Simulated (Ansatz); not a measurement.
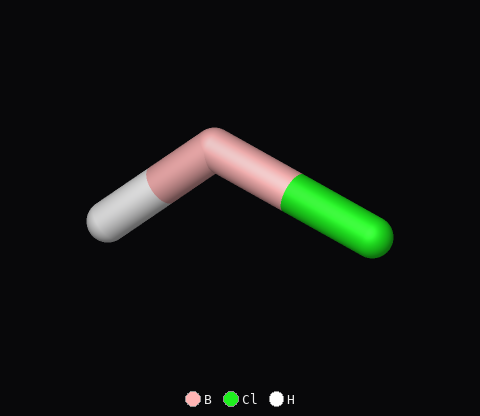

Charge 0, doublet. Geometry: moved along internal coordinates away from the minimum. Method: UHF-CCSD(T), frozen core/def2-TZVPP (Ansatz 0.2.0).

Predict the main results.

The species is BClH (`[BH]Cl`).
- ⟨S²⟩ of the determinant: 0.756
- T1 diagnostic: 0.015
